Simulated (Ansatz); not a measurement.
GeH$_{4}$O$_{2}$

Input file:

```
crystal:
  periodic: [false, false, false]
  atoms:
    - { symbol: Ge, position_ang: [-0.095055, -0.214728, 0.596359] }
    - { symbol: O, position_ang: [-0.046466, 1.347113, -0.379691] }
    - { symbol: O, position_ang: [0.646328, -1.249703, -0.689353] }
    - { symbol: H, position_ang: [0.954315, -0.509914, -1.254421] }
    - { symbol: H, position_ang: [0.818327, 0.032597, 1.823832] }
    - { symbol: H, position_ang: [-1.519577, -0.725347, 0.955594] }
    - { symbol: H, position_ang: [-0.757772, 1.319883, -1.05242] }
basis:
  gaussian: { orbitals: def2-SVP }
hamiltonian:
  xc: blyp
relax:
  f_tol: 0.03
  max_steps: 50
output:
  orbitals: {}
```

Launched as:

```sh
ansatz run input.yaml --threads 2 --pin off --max-ram 3072MiB --backend cpu --events-out ev --progress --plain --runs-dir out
```

The fields are those of the relaxed geometry.

Level of theory: RKS BLYP/def2-SVP in Ansatz.

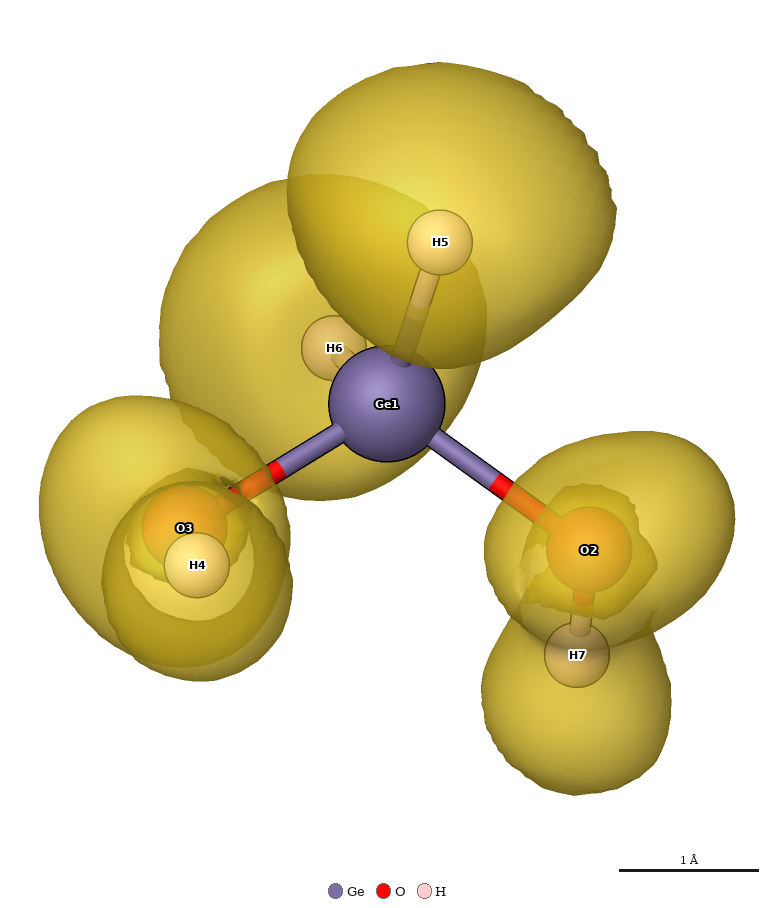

Figure 1. Isosurface of the ELF at 0.75 (yellow), seen at a tilt. Only the valence region is drawn (cores and ρ < 0.01 e/Å³ removed).

Q: What do the ELF domains correspond to?

A: The ELF exceeds this value in two regions around hydrogen nuclei and two joined regions spread over several atoms (H, O), in which their bonds and any lone pairs are merged. Profiles from the grid: Ge–O (1.81 Å): the ELF peaks at about 0.85 in the valence shell of O, 0.6 Å from its nucleus, and is about 0.35 at the midpoint. O–H (0.98 Å): the ELF climbs to about 1 towards the hydrogen, as it does in any bond to H (a covalent bond by its length).

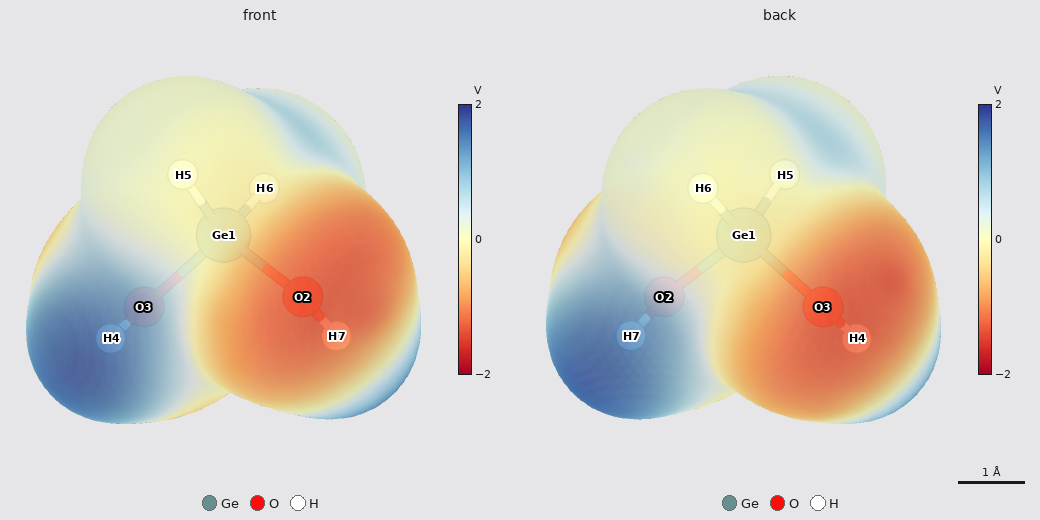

Figure 2. The electrostatic potential painted on the density surface at 0.001 e/bohr³, seen from the front and from behind; the colour scale runs from red (negative) to blue (positive).

Q: Which sites attract a positive test charge, and which a negative one?

A: A positive charge is drawn to the negative regions and a negative charge to the positive ones. The most negative region (about −1.3 V, or −30 kcal/mol for a unit charge) lies over O2 and O3, the most positive (about +1.7 V, or +39 kcal/mol for a unit charge) over H4 and H7.

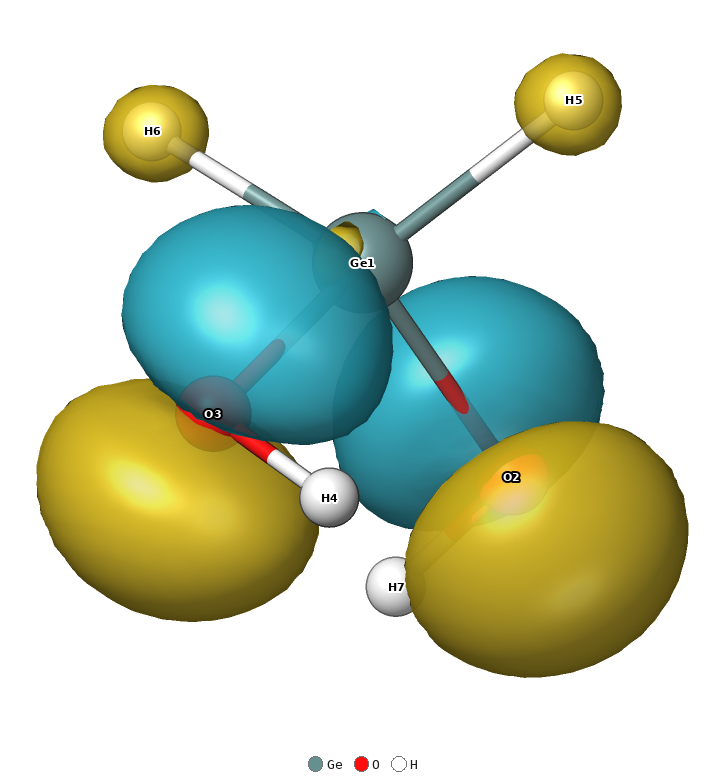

Figure 3. The HOMO−1 at ±0.15 Å⁻³ᐟ² (yellow and cyan are the two phases), seen at an oblique angle.

Q: Where does this orbital lie, and at what energy?

A: It lies mainly on O2 (about 40 %), O3 (about 40 %) and Ge1 (about 10 %); largely a combination of lone pairs on O2 and O3. Its energy is −6.82 eV.
